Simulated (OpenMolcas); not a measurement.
# One shape, several levels: SiH4O (silanol)

Aim: a comparison of 6 runs (HF/STO-3G, B3LYP/cc-pVTZ, BLYP/cc-pVTZ, PBE/cc-pVTZ, TPSS/cc-pVTZ, r2SCAN/cc-pVTZ) of SiH4O (silanol). 

Program for the calculation: OpenMolcas 26.06.

**1. The system as given**

SiH4O: 6 atoms, total charge 0, spin state singlet. SMILES: `O[SiH3]`. Geometry: relaxed at PBE0-D4/def2-TZVP.

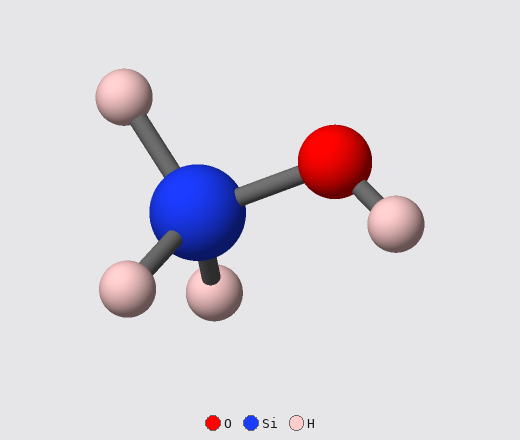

Viewed from a chosen angle; oxygen red, silicon blue, hydrogen pink.

**2. Energy and forces at HF/STO-3G (run 1)**

The input, run.input:

```
&GATEWAY
  BasLib=$CurrDir
  Coord
  6
  angstrom
  O        0.636700      -1.030300       0.419000
  Si      -0.035700       0.346500      -0.187000
  H        0.069100      -1.629200       0.904700
  H       -1.128300       0.045700      -1.152800
  H        1.060500       1.064900      -0.875600
  H       -0.602300       1.202400       0.891700
  Basis=STO-3G
  Group=NoSym

&SEWARD

&SCF
  Thresholds=1e-10 1e-07 1e-07 1e-05
  PrOrbitals=0

&ALASKA
```

The basis set STO-3G is read from a file made from the Basis Set Exchange's data (not shown).

Launch:

```sh
$ export MOLCAS_MEM=1860
$ pymolcas run.input > run.log
```

What it wrote:

```text
--- Start Module: gateway ---
[...]
--- Stop Module: gateway /rc=_RC_ALL_IS_WELL_ ---
[...]
      Basis functions           18
[...]
--- Start Module: scf ---
[...]
       Convergence after  10 Iterations
[...]
::    Total SCF energy                               -361.7622985531
[...]
      Total spin, S                                     0.0000000000
[...]
      Total electronic charge=   26.000000
      Total            charge=   -0.000000
[...]
      Dipole Moment (debye):
      Origin of the operator (angstrom)=    0.1787   -0.1270    0.0258
                   X= -1.2408E+00               Y=  5.6030E-02               Z=  2.8869E-01           Total=  1.2751E+00
      Quadrupole Moment (debye*angstrom):
[...]
--- Stop Module: scf /rc=_RC_ALL_IS_WELL_ ---
--- Start Module: alaska ---
[...]
 *              Molecular gradients               *
 **************************************************
  Irreducible representation: a
 ------------------------------------------------------------------------------------------
                              X                       Y                       Z
 ------------------------------------------------------------------------------------------
  O1               -3.99485658539129E-02   -8.88515482346364E-04    1.08177140741206E-02
  SI2               2.58481109603332E-02   -3.50775264046872E-02    1.31682961621586E-02
  H3                2.74179191859418E-02    9.06844386095074E-03   -1.22114513598048E-02
  H4               -2.40031416878281E-02   -6.75779884077288E-03   -2.08387810362840E-02
  H5                2.32544848677976E-02    1.52350312279990E-02   -1.46092269653466E-02
  H6               -1.25688074723245E-02    1.84203656388831E-02    2.36734491251593E-02
 ------------------------------------------------------------------------------------------
--- Stop Module: alaska /rc=_RC_ALL_IS_WELL_ ---
[...]
```

It took 1.8 s on 1 thread of Arm Neoverse V1, shared host; peak memory 0.37 GiB.

**3. Energy and gradient at B3LYP/cc-pVTZ (run 2)**

The input, calc.inp:

```
&gateway
  baslib=$CurrDir
  coord
  6
  bohr
  O      1.20318862    -1.94698483     0.79179525
  Si    -0.06746322     0.65479010    -0.35337879
  H      0.13058008    -3.07874180     1.70963522
  H     -2.13217799     0.08636048    -2.17847628
  H      2.00405456     2.01236935    -1.65464419
  H     -1.13818204     2.27220669     1.68506879
  basis=cc-pVTZ
  group=NoSym

&seward
  gridinput
  Grid=UltraFine
  End of Grid

&scf
  ksdft=B3LYP
  thresholds=1e-10 1e-07 1e-07 1e-05
  prorbitals=1

&alaska
```

The basis set cc-pVTZ is read from a file made from the Basis Set Exchange's data (not shown).

Launch:

```sh
$ export MOLCAS_MEM=1860
$ pymolcas calc.inp > calc.log
```

What it wrote:

```text
--- Start Module: gateway ---
[...]
--- Stop Module: gateway /rc=_RC_ALL_IS_WELL_ ---
[...]
      Basis functions          120
[...]
--- Start Module: scf ---
[...]
       Convergence after  12 Iterations
[...]
::    Total KS-DFT energy                            -367.2209105702
[...]
      Total spin, S                                     0.0000000000
[...]
      Total electronic charge=   26.000000
      Total            charge=   -0.000000
[...]
      Dipole Moment (debye):
      Origin of the operator (angstrom)=    0.1787   -0.1270    0.0258
                   X= -1.0631E+00               Y= -4.8566E-01               Z=  5.4955E-01           Total=  1.2915E+00
      Quadrupole Moment (debye*angstrom):
[...]
--- Stop Module: scf /rc=_RC_ALL_IS_WELL_ ---
[...]
--- Start Module: alaska ---
[...]
 *              Molecular gradients               *
 **************************************************
  Irreducible representation: a
 ------------------------------------------------------------------------------------------
                              X                       Y                       Z
 ------------------------------------------------------------------------------------------
  O1               -3.30731588729627E-03    5.30912528365235E-03   -2.15411858943471E-03
  SI2               3.20850663394801E-03   -6.71266072152576E-03    2.95940100500403E-03
  H3                2.29326363685223E-04    1.35394020621904E-03   -8.23947936330338E-04
  H4               -4.35312687935507E-04   -3.78599440684524E-04   -2.58677487350756E-04
  H5                5.32266757675703E-04    3.22380315142645E-04   -3.22301065333264E-04
  H6               -2.27471180056948E-04    1.05814357230116E-04    5.99644073423722E-04
 ------------------------------------------------------------------------------------------
--- Stop Module: alaska /rc=_RC_ALL_IS_WELL_ ---
[...]
```

It took 45 s on 1 thread of Arm Neoverse V1, shared host; peak memory 0.76 GiB.

Run 3 isn't shown in full; the table further down has it.

**4. Energy and gradient at PBE/cc-pVTZ (run 4)**

The input, struct.xyz:

```xyz
6

O      0.636700    -1.030300     0.419000
Si    -0.035700     0.346500    -0.187000
H      0.069100    -1.629200     0.904700
H     -1.128300     0.045700    -1.152800
H      1.060500     1.064900    -0.875600
H     -0.602300     1.202400     0.891700
```

The input, run.input:

```
* H4OSi Kohn-Sham DFT

&GATEWAY
 BasLib = $CurrDir
 Coord = struct.xyz
 Basis = cc-pVTZ
 Group = NoSym

&SEWARD
 GridInput
 Grid=UltraFine
 End of Grid

&SCF
 KSDFT = PBE
 Thresholds = 1e-10 1e-07 1e-07 1e-05
 PrOrbitals = 1

&ALASKA
```

The basis set cc-pVTZ is read from a file made from the Basis Set Exchange's data (not shown).

Launch:

```sh
$ export MOLCAS_MEM=1860
$ pymolcas run.input > run.log
```

What it wrote:

```text
--- Start Module: gateway ---
[...]
--- Stop Module: gateway /rc=_RC_ALL_IS_WELL_ ---
[...]
      Basis functions          120
[...]
--- Start Module: scf ---
[...]
       Convergence after  13 Iterations
[...]
::    Total KS-DFT energy                            -366.9502436121
[...]
      Total spin, S                                     0.0000000000
[...]
      Total electronic charge=   26.000000
      Total            charge=   -0.000000
[...]
      Dipole Moment (debye):
      Origin of the operator (angstrom)=    0.1787   -0.1270    0.0258
                   X= -9.8132E-01               Y= -5.4399E-01               Z=  5.6147E-01           Total=  1.2547E+00
      Quadrupole Moment (debye*angstrom):
[...]
--- Stop Module: scf /rc=_RC_ALL_IS_WELL_ ---
[...]
--- Start Module: alaska ---
[...]
 *              Molecular gradients               *
 **************************************************
  Irreducible representation: a
 ------------------------------------------------------------------------------------------
                              X                       Y                       Z
 ------------------------------------------------------------------------------------------
  O1               -1.24786848647851E-02    6.44265955458856E-03   -4.28225193895404E-04
  SI2               5.14857307552763E-03   -7.20446705586042E-03    2.73706652840744E-03
  H3                5.56420744954123E-03    5.55015052855490E-03   -4.57766490857248E-03
  H4                3.26206956271324E-03    2.34218527092045E-04    3.16664503210751E-03
  H5               -3.21268746128345E-03   -1.88616365663874E-03    1.89119293470941E-03
  H6                1.71652223832242E-03   -3.13639789782760E-03   -2.78901439274337E-03
 ------------------------------------------------------------------------------------------
--- Stop Module: alaska /rc=_RC_ALL_IS_WELL_ ---
[...]
```

It took 46 s on 1 thread of Arm Neoverse V1, shared host; peak memory 0.76 GiB.

Run 5 isn't shown in full; the table further down has it.

**5. Energy and gradient at r2SCAN/cc-pVTZ (run 6)**

struct.xyz is that of step 4.

The input, mol.input:

```
* H4OSi Kohn-Sham DFT

&GATEWAY
 BasLib=$CurrDir
 Coord=struct.xyz
 Basis=cc-pVTZ
 Group=NoSym

&SEWARD
 GridInput
 Grid=UltraFine
 End of Grid

&SCF
 KSDFT=2
 1.0 MGGA_X_R2SCAN
 1.0 MGGA_C_R2SCAN
 Thresholds=1e-10 1e-07 1e-07 1e-05
 PrOrbitals=1 1

&ALASKA
```

The basis set cc-pVTZ is read from a file made from the Basis Set Exchange's data (not shown).

Launch:

```sh
$ export MOLCAS_MEM=1860
$ pymolcas mol.input > mol.log
```

What it wrote:

```text
--- Start Module: gateway ---
[...]
--- Stop Module: gateway /rc=_RC_ALL_IS_WELL_ ---
[...]
      Basis functions          120
[...]
--- Start Module: scf ---
[...]
       Convergence after  12 Iterations
[...]
::    Total KS-DFT energy                            -367.1269254708
[...]
      Total spin, S                                     0.0000000000
[...]
      Total electronic charge=   26.000000
      Total            charge=   -0.000000
[...]
      Dipole Moment (debye):
      Origin of the operator (angstrom)=    0.1787   -0.1270    0.0258
                   X= -1.0261E+00               Y= -5.3308E-01               Z=  5.6683E-01           Total=  1.2877E+00
      Quadrupole Moment (debye*angstrom):
[...]
--- Stop Module: scf /rc=_RC_ALL_IS_WELL_ ---
[...]
--- Start Module: alaska ---
[...]
 *              Molecular gradients               *
 **************************************************
  Irreducible representation: a
 ------------------------------------------------------------------------------------------
                              X                       Y                       Z
 ------------------------------------------------------------------------------------------
  O1               -3.50166271966579E-03    3.63290988617671E-03   -1.15530951221299E-03
  SI2               2.20962964508509E-03   -3.02424791466116E-03    1.12843566051612E-03
  H3                8.44804664137833E-04    5.55339366918428E-04   -5.30170020034415E-04
  H4                4.74904673225307E-04   -2.66788112074701E-04    6.05403068621335E-04
  H5               -2.78062527490519E-04   -1.66791866397453E-04    1.62262574336713E-04
  H6                2.50386264714519E-04   -7.30421359862898E-04   -2.10621771215003E-04
 ------------------------------------------------------------------------------------------
--- Stop Module: alaska /rc=_RC_ALL_IS_WELL_ ---
[...]
```

Wall time 57 s (1 thread of Arm Neoverse V1, shared host); peak memory 0.76 GiB.

**6. The series**

```csv
run,level,integration grid,energy (Eh),dipole moment (D),HOMO energy (eV),LUMO energy (eV),wall time
1,HF/STO-3G,–,-361.762299,1.28,-9.26,13.34,1.8 s
2,B3LYP/cc-pVTZ,UltraFine,-367.220911,1.29,-8.46,-0.05,45 s
3,BLYP/cc-pVTZ,UltraFine,-367.170210,1.26,-7.07,-0.61,46 s
4,PBE/cc-pVTZ,UltraFine,-366.950244,1.25,-7.15,-0.67,46 s
5,TPSS/cc-pVTZ,UltraFine,-367.229007,1.26,-7.33,-0.41,65 s
6,r2SCAN/cc-pVTZ,UltraFine,-367.126925,1.29,-7.53,-0.16,57 s
```

**7. What came out**

| quantity | value |
| --- | --- |
| run 6: total energy | -367.12693 Eh |
| run 6: dipole moment | 1.29 D |
| run 6: HOMO energy | -7.53 eV |
| run 6: LUMO energy | -0.16 eV |
| run 6: HOMO–LUMO gap | 7.37 eV |
| run 6: largest force on an atom | 0.266 eV/Å |

In words: The dipole moment (its size) runs from 1.25 D (PBE/cc-pVTZ) to 1.29 D (B3LYP/cc-pVTZ). The HOMO–LUMO gap runs from 6.46 eV (BLYP/cc-pVTZ) to 22.60 eV (HF/STO-3G). The two ends differ in method and basis. Totals of different functionals can't be ranked against each other. In run 1 the basis is minimal, so the values are rough. All runs together took 4.3 min, the longest 65 s.
